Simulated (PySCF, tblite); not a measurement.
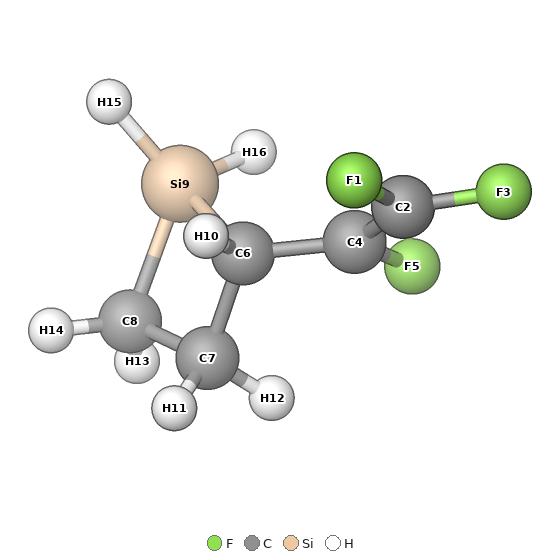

Structure of C₅H₇F₃Si, SMILES FC(F)=C(F)[C@@H]1CC[SiH2]1.

GIAO shifts, PBE0/pcSseg-1, PySCF 2.14.0, at a GFN2-xTB geometry (a minimum by its frequencies), against TMS for ¹³C and TMS for ¹H computed at the same level. Gas phase, fully decoupled, line heights follow the number of nuclei, widths are arbitrary (no quadrupolar broadening); values of one conformer, averaged over methyl-type rotors and exact or near symmetry; other conformers aren't averaged in.

> How many ¹³C lines appear, and where?

5 signals.


```csv
δ (ppm),nuclei,atoms
164.6,1,C2
139.6,1,C4
26.4,1,C6
25.4,1,C7
6.5,1,C8
```

The order of signals that lie close, as those under 2 ppm apart, is within the error of the method.

> Which ¹H signals does it give?

7 signals.


| δ (ppm) | nuclei | atoms |
| --- | --- | --- |
| 5.00 | 1 | H16 |
| 4.94 | 1 | H15 |
| 2.94 | 1 | H10 |
| 2.74 | 1 | H12 |
| 2.56 | 1 | H11 |
| 1.51 | 1 | H14 |
| 1.32 | 1 | H13 |

The order of signals that lie close, as those under 0.08 ppm apart, is within the error of the method.

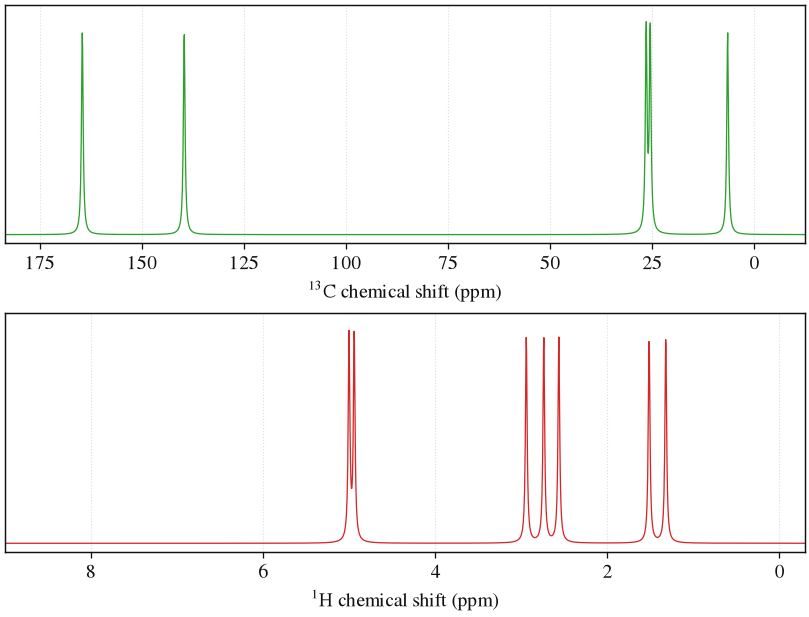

Note: the tight-binding geometry is rougher than a DFT one and adds to the error.
